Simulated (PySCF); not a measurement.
# C3H8BN: NMR shifts, electronic excitations and K edges in gas and solvents, part 1 of 2

Aim: compute the NMR shifts, electronic excitations and K edges of C3H8BN (`C=NB(C)C`), and see what a dielectric continuum does where one was used.

Computed with PySCF 2.14.0, with density-fitted response routines of our own, on a single molecule, in the gas phase or a continuum. Atoms are numbered from 0 throughout.

## 1. The starting structure

13 atoms, charge 0, multiplicity 1; geometry from: GFN2-xTB. The atoms were then displaced at random by about 0.01 Å, so the start is not that level's minimum.

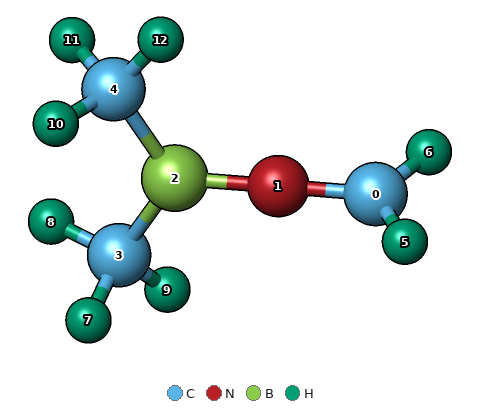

The starting geometry (carbon blue, nitrogen red, boron green, hydrogen teal), atoms numbered; sticks join atoms by distance.

## 2. Relaxing the molecule at PBE0-D3(BJ)/def2-SVP

Job settings and geometry (Å):

```
{"job": {"xc": "PBE0", "basis": "def2-SVP", "d3": "d3bj", "grid": 1, "shake": 0.01, "kind": "geom"}, "charge": 0, "multiplicity": 1}
C      1.723950    -1.524120     0.700440
N      0.814240    -0.720860     0.317900
B     -0.158730     0.130840    -0.085610
C     -1.363390    -0.416970    -0.893970
C     -0.028280     1.674780     0.282560
H      1.640960    -2.005990     1.653500
H      2.589070    -1.713090     0.085030
H     -2.192630    -0.643510    -0.207590
H     -1.775900     0.322410    -1.575590
H     -1.175450    -1.332290    -1.429960
H     -0.874970     1.982490     0.921740
H     -0.052400     2.294080    -0.598850
H      0.859340     1.935350     0.820070
```

The run is started by

```
$ OMP_NUM_THREADS=1 python probes_run.py task.json out
```

The driver reads the jobs from task.json and runs them one after another.

The log of the run:

```text
step   0  E = -198.37102074  max force = 0.041680
step   1  E = -198.37474252  max force = 0.009570
step   2  E = -198.37561624  max force = 0.005290
step   3  E = -198.37609697  max force = 0.003247
step   4  E = -198.37620429  max force = 0.002762
step   5  E = -198.37632736  max force = 0.000770
step   6  E = -198.37635552  max force = 0.000434
step   7  E = -198.37640748  max force = 0.000876
step   8  E = -198.37651415  max force = 0.001888
step   9  E = -198.37655666  max force = 0.001784
step  10  E = -198.37659589  max force = 0.000570
step  11  E = -198.37660412  max force = 0.000213
optimisation converged
```

Run time: 2.5 min. Hardware: 1 thread of Intel Xeon at 2.50GHz, shared host; peak memory 0.45 GiB.

Along the way:

| step | energy from step 0 (eV) | largest force component (eV/Å) |
| --- | --- | --- |
| 0 | 0.0000 | 2.1433 |
| 1 | -0.1013 | 0.4921 |
| 2 | -0.1250 | 0.2720 |
| 3 | -0.1381 | 0.1670 |
| 4 | -0.1411 | 0.1420 |
| 5 | -0.1444 | 0.0396 |
| 6 | -0.1452 | 0.0223 |
| 7 | -0.1466 | 0.0450 |
| 8 | -0.1495 | 0.0971 |
| 9 | -0.1506 | 0.0917 |
| 10 | -0.1517 | 0.0293 |
| 11 | -0.1519 | 0.0110 |

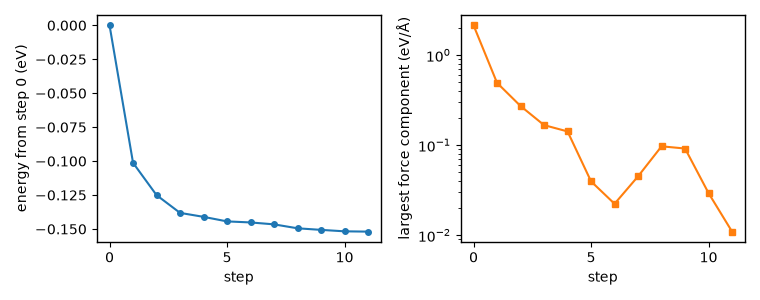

Energy and largest force along the relaxation.

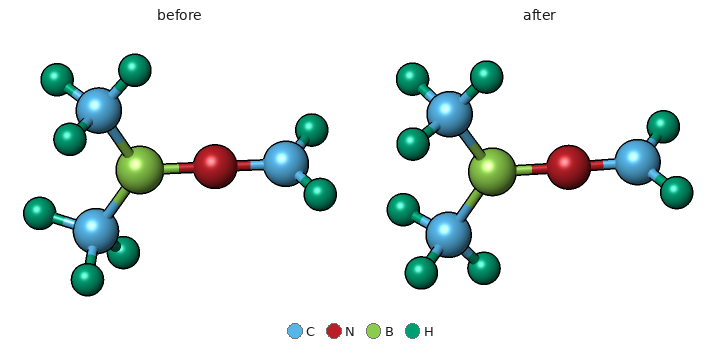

Before and after, at one scale.

Distances of close pairs at the start and the end, largest changes first:

| bond | before (Å) | after (Å) | change (Å) |
| --- | --- | --- | --- |
| B2–C3 | 1.551 | 1.587 | +0.036 |
| C0–H5 | 1.071 | 1.106 | +0.035 |
| C4–H12 | 1.070 | 1.099 | +0.029 |
| C0–N1 | 1.272 | 1.244 | -0.028 |
| C0–H6 | 1.078 | 1.106 | +0.028 |
| C4–H11 | 1.077 | 1.104 | +0.026 |
| C3–H9 | 1.077 | 1.099 | +0.022 |
| N1–B2 | 1.355 | 1.372 | +0.017 |

The next job starts from the end point, and lists it.

| at the end point | value |
| --- | --- |
| point group (found at 0.08 Å tolerance) | C2 |
| rotational constants (GHz, main isotopes) | 7.280, 3.561, 2.508 |
| dipole moment (D) | 1.30 |

## 3. Shielding tensors: PBE0/pcSseg-1 in cyclohexane

Job settings and geometry (Å):

```
{"job": {"kind": "nmr", "xc": "PBE0", "basis": "pcSseg-1", "solvent": "cyclohexane", "pop": true}, "charge": 0, "multiplicity": 1}
C      1.757843    -1.476568     0.699017
N      0.836751    -0.715433     0.351374
B     -0.161697     0.130937    -0.058898
C     -1.385202    -0.450445    -0.885023
C     -0.075930     1.673277     0.303440
H      1.738136    -2.017996     1.663204
H      2.644744    -1.652711     0.061842
H     -2.315698    -0.316979    -0.307145
H     -1.519095     0.120782    -1.818839
H     -1.288390    -1.515602    -1.138846
H     -1.011500     2.006808     0.782157
H      0.020936     2.262351    -0.624759
H      0.765581     1.931747     0.961825
```

With the program's defaults for keys left out, this is: GIAO PBE0/pcSseg-1 NMR shielding, non-relativistic, IEF-PCM cyclohexane.

The log of the run:

```text
coarse grid: 10368 points
cycle   1  E = -198.3955598357  dE =  3.492e-01  |g| = 4.923e-01  |ddm| = 2.940e+00
cycle   2  E = -198.3293958525  dE =  6.616e-02  |g| = 7.233e-01  |ddm| = 9.410e-01
cycle   3  E = -198.4596229153  dE = -1.302e-01  |g| = 1.147e-01  |ddm| = 5.747e-01
cycle   4  E = -198.4623961573  dE = -2.773e-03  |g| = 3.010e-02  |ddm| = 7.784e-02
cycle   5  E = -198.4625550092  dE = -1.589e-04  |g| = 1.229e-02  |ddm| = 2.590e-02
cycle   6  E = -198.4625935532  dE = -3.854e-05  |g| = 1.287e-03  |ddm| = 9.461e-03
cycle   7  E = -198.4625938912  dE = -3.380e-07  |g| = 3.383e-04  |ddm| = 1.045e-03
final grid: 98800 points
cycle   8  E = -198.4883050849  dE = -2.352e-05  |g| = 7.239e-03  |ddm| = 1.864e-02
cycle   9  E = -198.4883009988  dE =  4.086e-06  |g| = 8.436e-03  |ddm| = 1.200e-02
cycle  10  E = -198.4883180077  dE = -1.701e-05  |g| = 1.586e-03  |ddm| = 6.486e-03
cycle  11  E = -198.4883185561  dE = -5.484e-07  |g| = 1.500e-04  |ddm| = 9.119e-04
cycle  12  E = -198.4883185597  dE = -3.655e-09  |g| = 7.664e-05  |ddm| = 1.637e-04
cycle  13  E = -198.4883185612  dE = -1.482e-09  |g| = 1.728e-05  |ddm| = 6.515e-05
cycle  14  E = -198.4883185613  dE = -7.043e-11  |g| = 2.798e-06  |ddm| = 1.448e-05
converged SCF energy = -198.4883185613

GIAO shielding tensors (ppm)
atom      isotropic    diamagn.    paramagn.     s11        s22        s33       span
  0 C       45.856     255.023    -209.167    -32.476     33.593    136.450    168.926
  1 N     -159.065     324.948    -484.013   -365.323   -209.871     97.999    463.321
  2 B       71.796     195.334    -123.538     39.044     57.336    119.007     79.963
  3 C      179.969     252.156     -72.187    173.935    176.979    188.993     15.058
  4 C      180.039     252.162     -72.123    173.926    177.188    189.002     15.075
  5 H       23.750      28.559      -4.808     21.886     23.085     26.280      4.394
  6 H       23.736      28.660      -4.924     21.846     23.083     26.279      4.434
  7 H       30.737      30.245       0.492     27.020     28.772     36.419      9.399
  8 H       30.781      30.358       0.423     26.931     29.119     36.293      9.363
  9 H       30.999      30.860       0.139     26.987     28.650     37.359     10.373
 10 H       30.787      30.355       0.432     26.904     29.151     36.306      9.402
 11 H       30.739      30.260       0.479     27.061     28.728     36.427      9.366
 12 H       30.995      30.858       0.137     26.982     28.647     37.354     10.372
```

Wall time 48 s (1 thread of Intel Xeon at 2.50GHz, shared host); peak memory 0.66 GiB.

The references, computed at this level on geometries of the same kind, shield at (ppm): 1H TMS 31.26, 13C TMS 184.8, 15N NH3 266.9, 11B BF3·OEt2 101.0. Their shielding less the atom's gives the shift. The references are single molecules in the same continuum, so shifts against H2O, NH3, PH3, H3PO4 or CFCl3 are not on the usual liquid scales and can be off by tens of ppm. Atoms listed in one row are averaged.

| atoms | environment | σ (ppm) | δ (ppm) |
| --- | --- | --- | --- |
| C0 | C=N carbon | 45.9 | 139.0 |
| C3, C4 | methyl carbon bonded to B | 180.0 | 4.8 |
| H5, H6 | hydrogen on a C=N carbon | 23.74 | 7.51 |
| H7, H8, H9, H10, H11, H12 | hydrogen on a methyl carbon bonded to B | 30.84 | 0.42 |
| N1 | imine nitrogen | -159.1 | 425.9 |
| B2 | boron bonded to 2 C, N | 71.8 | 29.2 |

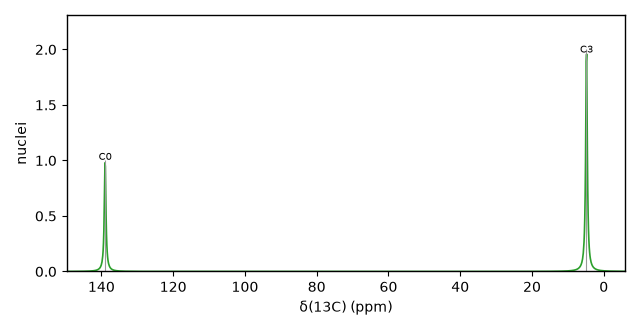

13C lines at the computed shifts, without couplings. Lines are broadened to a width of 0.54 ppm (Lorentzian).

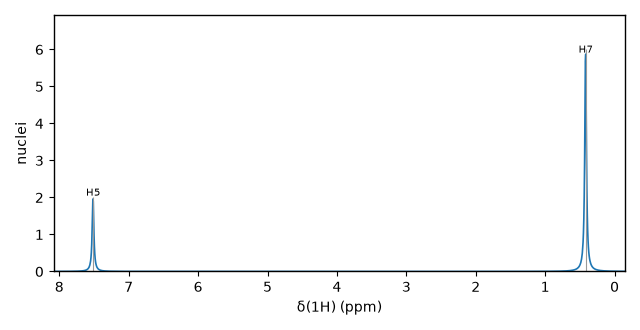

1H lines at the computed shifts, without couplings. Lines are broadened to a width of 0.03 ppm (Lorentzian).

Charges from the same density, by scheme (e):

| atoms | Mulliken | IAO | Hirshfeld | ESP fit |
| --- | --- | --- | --- | --- |
| C0 | 0.04 | -0.10 | 0.03 | 0.02 |
| N1 | -0.40 | -0.19 | -0.13 | -0.37 |
| B2 | 0.38 | 0.24 | 0.16 | 0.66 |
| C3, C4 | -0.51 | -0.56 | -0.20 | -0.77 |

Mulliken charges:

C0 0.04; N1 -0.40; B2 0.38; C3 -0.51; C4 -0.51; H5 0.13; H6 0.13; H7 0.13; H8 0.12; H9 0.12; H10 0.12; H11 0.13; H12 0.12

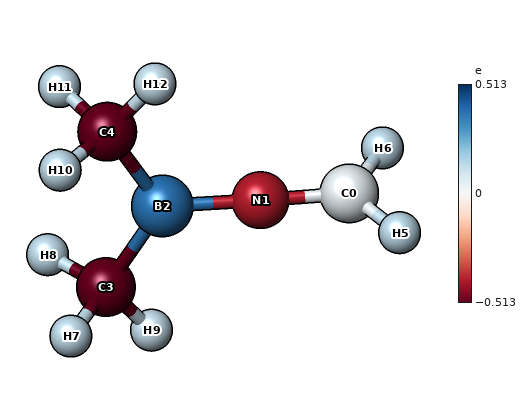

Mulliken charges, as colours on the atoms.

Mayer bond orders: C0–N1 1.88, N1–B2 1.34, B2–C3 1.00, B2–C4 1.00.

## 4. NMR shieldings: PBE0/pcSseg-1 in dichloromethane

The job, as its differences from that of step 3:

```diff
@@ -1,2 +1,2 @@
-{"job": {"kind": "nmr", "xc": "PBE0", "basis": "pcSseg-1", "solvent": "cyclohexane", "pop": true}, "charge": 0, "multiplicity": 1}
+{"job": {"kind": "nmr", "xc": "PBE0", "basis": "pcSseg-1", "solvent": "dichloromethane", "pop": false}, "charge": 0, "multiplicity": 1}
 C      1.757843    -1.476568     0.699017
```

Level: GIAO PBE0/pcSseg-1 NMR shielding, non-relativistic, IEF-PCM dichloromethane.

The log of the run:

```text
coarse grid: 10368 points
cycle   1  E = -198.3997328492  dE =  3.452e-01  |g| = 4.838e-01  |ddm| = 2.940e+00
cycle   2  E = -198.3457297804  dE =  5.400e-02  |g| = 6.843e-01  |ddm| = 8.843e-01
cycle   3  E = -198.4613207991  dE = -1.156e-01  |g| = 1.086e-01  |ddm| = 5.274e-01
cycle   4  E = -198.4637838872  dE = -2.463e-03  |g| = 2.867e-02  |ddm| = 7.325e-02
cycle   5  E = -198.4639318691  dE = -1.480e-04  |g| = 1.119e-02  |ddm| = 2.438e-02
cycle   6  E = -198.4639635054  dE = -3.164e-05  |g| = 1.224e-03  |ddm| = 8.447e-03
cycle   7  E = -198.4639638216  dE = -3.161e-07  |g| = 3.295e-04  |ddm| = 1.037e-03
final grid: 98800 points
cycle   8  E = -198.4896602677  dE = -2.383e-05  |g| = 7.190e-03  |ddm| = 1.867e-02
cycle   9  E = -198.4896569388  dE =  3.329e-06  |g| = 8.228e-03  |ddm| = 1.164e-02
cycle  10  E = -198.4896730804  dE = -1.614e-05  |g| = 1.458e-03  |ddm| = 6.150e-03
cycle  11  E = -198.4896735383  dE = -4.579e-07  |g| = 1.573e-04  |ddm| = 8.320e-04
cycle  12  E = -198.4896735427  dE = -4.435e-09  |g| = 7.249e-05  |ddm| = 1.670e-04
cycle  13  E = -198.4896735440  dE = -1.308e-09  |g| = 1.759e-05  |ddm| = 6.137e-05
cycle  14  E = -198.4896735441  dE = -7.691e-11  |g| = 2.259e-06  |ddm| = 1.478e-05
converged SCF energy = -198.4896735441

GIAO shielding tensors (ppm)
atom      isotropic    diamagn.    paramagn.     s11        s22        s33       span
  0 C       43.455     255.028    -211.573    -34.244     27.697    136.913    171.158
  1 N     -155.162     325.097    -480.259   -355.259   -205.047     94.819    450.077
  2 B       72.159     195.254    -123.095     39.794     57.567    119.116     79.323
  3 C      180.451     252.445     -71.994    174.527    177.222    189.606     15.079
  4 C      180.520     252.450     -71.930    174.506    177.442    189.612     15.106
  5 H       23.638      28.363      -4.725     21.812     22.969     26.133      4.321
  6 H       23.622      28.462      -4.839     21.771     22.964     26.132      4.361
  7 H       30.718      30.269       0.449     26.978     28.742     36.434      9.455
  8 H       30.766      30.386       0.380     26.892     29.092     36.312      9.420
  9 H       31.028      30.924       0.104     27.016     28.664     37.405     10.389
 10 H       30.775      30.384       0.390     26.869     29.129     36.327      9.458
 11 H       30.717      30.282       0.435     27.016     28.694     36.441      9.425
 12 H       31.024      30.922       0.103     27.011     28.662     37.399     10.388
```

Run time: 33 s. Hardware: 1 thread of Intel Xeon at 2.50GHz, shared host; peak memory 0.69 GiB.

Key values: δ C0 141.9, C3 4.8, N1 423.3, B2 29.1, H5 7.61, H7 0.41 ppm (means over like atoms).

## 5. Excited states and response: CAM-B3LYP/def2-SVPD

The job, as its differences from that of step 4:

```diff
@@ -1,2 +1,2 @@
-{"job": {"kind": "nmr", "xc": "PBE0", "basis": "pcSseg-1", "solvent": "dichloromethane", "pop": false}, "charge": 0, "multiplicity": 1}
+{"job": {"kind": "uv", "xc": "CAM-B3LYP", "basis": "def2-SVPD", "dynamic": true, "nstates": 6, "ntriplets": 0}, "charge": 0, "multiplicity": 1}
 C      1.757843    -1.476568     0.699017
```

Method: TDDFT CAM-B3LYP/def2-SVPD, vertical, gas phase, core orbitals frozen in the response.

The log of the run:

```text
coarse grid: 10368 points
cycle   1  E = -198.4151182247  dE =  4.247e-01  |g| = 4.546e-01  |ddm| = 5.543e+00
cycle   2  E = -198.3928949560  dE =  2.222e-02  |g| = 5.866e-01  |ddm| = 9.813e-01
cycle   3  E = -198.4717689456  dE = -7.887e-02  |g| = 6.610e-02  |ddm| = 5.780e-01
cycle   4  E = -198.4726159381  dE = -8.470e-04  |g| = 3.487e-02  |ddm| = 1.163e-01
cycle   5  E = -198.4728860941  dE = -2.702e-04  |g| = 5.894e-03  |ddm| = 4.635e-02
cycle   6  E = -198.4728950907  dE = -8.997e-06  |g| = 1.585e-03  |ddm| = 9.364e-03
final grid: 98800 points
cycle   7  E = -198.5088318483  dE = -2.667e-05  |g| = 3.099e-03  |ddm| = 6.481e-02
cycle   8  E = -198.5088325759  dE = -7.276e-07  |g| = 2.670e-03  |ddm| = 1.093e-02
cycle   9  E = -198.5088343589  dE = -1.783e-06  |g| = 1.909e-04  |ddm| = 3.428e-03
cycle  10  E = -198.5088343659  dE = -7.023e-09  |g| = 1.380e-04  |ddm| = 5.439e-04
cycle  11  E = -198.5088343709  dE = -4.967e-09  |g| = 1.402e-05  |ddm| = 2.113e-04
cycle  12  E = -198.5088343710  dE = -5.684e-11  |g| = 1.566e-05  |ddm| = 3.507e-05
converged SCF energy = -198.5088343710

Static polarisability (au): isotropic 64.019, principal 48.741 55.597 87.719

Singlet excitations
state   eV       nm        f      main configurations
  1   4.5543    272.2   0.00000   H->L 0.98
  2   6.8332    181.4   0.00147   H->L+1 0.92
  3   7.1263    174.0   0.10983   H-1->L 0.84, H->L+3 0.14
  4   7.5860    163.4   0.00047   H-1->L+3 0.94
  5   7.7779    159.4   0.05245   H-1->L+1 0.95
  6   7.8383    158.2   0.92381   H->L+3 0.79, H-1->L 0.14
```

Wall time 61 s (1 thread of Intel Xeon at 2.50GHz, shared host); peak memory 0.77 GiB.

The orbitals next to the gap, with their largest atomic shares:

| orbital | eV | atoms |
| --- | --- | --- |
| HOMO−3 | -11.37 | C4 19 %, C3 18 %, N1 18 % |
| HOMO−2 | -11.27 | C3 24 %, C4 23 %, B2 16 % |
| HOMO−1 | -9.57 | B2 20 %, C3 19 %, C4 19 % |
| HOMO | -8.77 | N1 51 %, C0 16 %, B2 12 % |
| LUMO | 0.51 | C0 38 %, N1 34 %, H6 8 % |
| LUMO+1 | 1.05 | B2 45 %, C0 16 %, C4 5 % |
| LUMO+2 | 1.85 | C0 33 %, H6 17 %, H5 16 % |

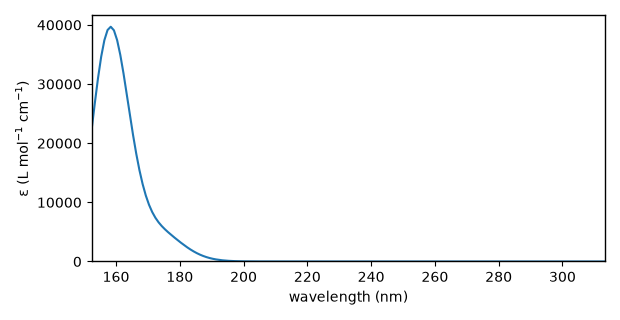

Absorption spectrum: each of the 6 states is a Gaussian band of 0.4 eV half-width at 1/e. Beyond the last state computed it falls off for lack of states.

Ground-state properties from the same run:

| property | computed |
| --- | --- |
| dipole moment (D) | 1.43 |
| polarisability (Å³) | 9.49 |
| HOMO–LUMO gap (eV) | 9.27 |
| −ε(HOMO) (eV) | 8.77 |
| C6 with itself (au) | 1564 |

## 6. TDDFT and polarisability: CAM-B3LYP/def2-SVPD in cyclohexane

The job, as its differences from that of step 5:

```diff
@@ -1,2 +1,2 @@
-{"job": {"kind": "uv", "xc": "CAM-B3LYP", "basis": "def2-SVPD", "dynamic": true, "nstates": 6, "ntriplets": 0}, "charge": 0, "multiplicity": 1}
+{"job": {"kind": "uv", "xc": "CAM-B3LYP", "basis": "def2-SVPD", "solvent": "cyclohexane", "nstates": 6, "ntriplets": 0}, "charge": 0, "multiplicity": 1}
 C      1.757843    -1.476568     0.699017
```

Level: TDDFT CAM-B3LYP/def2-SVPD, vertical, IEF-PCM cyclohexane (non-equilibrium linear response), core orbitals frozen in the response.

The log of the run:

```text
coarse grid: 10368 points
cycle   1  E = -198.4185256083  dE =  4.215e-01  |g| = 4.464e-01  |ddm| = 5.540e+00
cycle   2  E = -198.4025246525  dE =  1.600e-02  |g| = 5.565e-01  |ddm| = 9.535e-01
cycle   3  E = -198.4728533576  dE = -7.033e-02  |g| = 6.411e-02  |ddm| = 5.561e-01
cycle   4  E = -198.4736436904  dE = -7.903e-04  |g| = 3.404e-02  |ddm| = 1.132e-01
cycle   5  E = -198.4739021261  dE = -2.584e-04  |g| = 5.388e-03  |ddm| = 4.528e-02
cycle   6  E = -198.4739095962  dE = -7.470e-06  |g| = 1.496e-03  |ddm| = 8.881e-03
final grid: 98800 points
cycle   7  E = -198.5098379769  dE = -2.680e-05  |g| = 3.075e-03  |ddm| = 6.494e-02
cycle   8  E = -198.5098387605  dE = -7.837e-07  |g| = 2.606e-03  |ddm| = 1.088e-02
cycle   9  E = -198.5098404553  dE = -1.695e-06  |g| = 1.745e-04  |ddm| = 3.404e-03
cycle  10  E = -198.5098404619  dE = -6.667e-09  |g| = 1.246e-04  |ddm| = 5.309e-04
cycle  11  E = -198.5098404663  dE = -4.365e-09  |g| = 1.208e-05  |ddm| = 2.007e-04
cycle  12  E = -198.5098404664  dE = -9.322e-11  |g| = 9.516e-06  |ddm| = 4.166e-05
converged SCF energy = -198.5098404664

Static polarisability (au): isotropic 71.439, principal 54.153 61.109 99.055

Singlet excitations
state   eV       nm        f      main configurations
  1   4.5705    271.3   0.00000   H->L 0.98
  2   6.8011    182.3   0.00087   H->L+1 0.91
  3   7.1238    174.0   0.26379   H-1->L 0.92
  4   7.5851    163.5   0.10243   H-1->L+3 0.83, H->L+3 0.09
  5   7.5973    163.2   0.86630   H->L+3 0.78, H-1->L+3 0.10
  6   7.7643    159.7   0.06660   H-1->L+1 0.96
```

Wall time 52 s (1 thread of Intel Xeon at 2.50GHz, shared host); peak memory 0.81 GiB.

Key values: HOMO -8.70 eV, LUMO 0.59 eV; lowest singlet 4.57 eV.

## 7. TDDFT and polarisability: CAM-B3LYP/def2-SVPD in dichloromethane

The job, as its differences from that of step 6:

```diff
@@ -1,2 +1,2 @@
-{"job": {"kind": "uv", "xc": "CAM-B3LYP", "basis": "def2-SVPD", "solvent": "cyclohexane", "nstates": 6, "ntriplets": 0}, "charge": 0, "multiplicity": 1}
+{"job": {"kind": "uv", "xc": "CAM-B3LYP", "basis": "def2-SVPD", "solvent": "dichloromethane", "nstates": 6, "ntriplets": 0}, "charge": 0, "multiplicity": 1}
 C      1.757843    -1.476568     0.699017
```

Method: TDDFT CAM-B3LYP/def2-SVPD, vertical, IEF-PCM dichloromethane (non-equilibrium linear response), core orbitals frozen in the response.

The log of the run:

```text
coarse grid: 10368 points
cycle   1  E = -198.4220088156  dE =  4.181e-01  |g| = 4.385e-01  |ddm| = 5.537e+00
cycle   2  E = -198.4112452775  dE =  1.076e-02  |g| = 5.286e-01  |ddm| = 9.364e-01
cycle   3  E = -198.4741512627  dE = -6.291e-02  |g| = 6.208e-02  |ddm| = 5.412e-01
cycle   4  E = -198.4748863285  dE = -7.351e-04  |g| = 3.317e-02  |ddm| = 1.102e-01
cycle   5  E = -198.4751323668  dE = -2.460e-04  |g| = 4.907e-03  |ddm| = 4.407e-02
cycle   6  E = -198.4751385184  dE = -6.152e-06  |g| = 1.407e-03  |ddm| = 8.543e-03
final grid: 98800 points
cycle   7  E = -198.5110567177  dE = -2.690e-05  |g| = 3.060e-03  |ddm| = 6.513e-02
cycle   8  E = -198.5110575513  dE = -8.335e-07  |g| = 2.555e-03  |ddm| = 1.086e-02
cycle   9  E = -198.5110591782  dE = -1.627e-06  |g| = 1.678e-04  |ddm| = 3.409e-03
cycle  10  E = -198.5110591856  dE = -7.474e-09  |g| = 1.133e-04  |ddm| = 5.225e-04
cycle  11  E = -198.5110591896  dE = -3.986e-09  |g| = 1.851e-05  |ddm| = 1.961e-04
cycle  12  E = -198.5110591898  dE = -1.731e-10  |g| = 9.423e-06  |ddm| = 5.656e-05
converged SCF energy = -198.5110591898

Static polarisability (au): isotropic 81.324, principal 62.598 68.334 113.040

Singlet excitations
state   eV       nm        f      main configurations
  1   4.6005    269.5   0.00000   H->L 0.98
  2   6.7885    182.6   0.00027   H->L+1 0.91
  3   7.1809    172.7   0.24100   H-1->L 0.91
  4   7.5901    163.3   0.21489   H-1->L+3 0.64, H->L+3 0.16, H-1->L+2 0.10
  5   7.5983    163.2   0.77100   H->L+3 0.58, H-1->L+3 0.18, H->L+2 0.10
  6   7.7617    159.7   0.06707   H-1->L+1 0.96
```

It took 56 s on 1 thread of Intel Xeon at 2.50GHz, shared host; peak memory 0.86 GiB.

In short: HOMO -8.67 eV, LUMO 0.66 eV; lowest singlet 4.60 eV.

(Continued in part 2 of 2.)
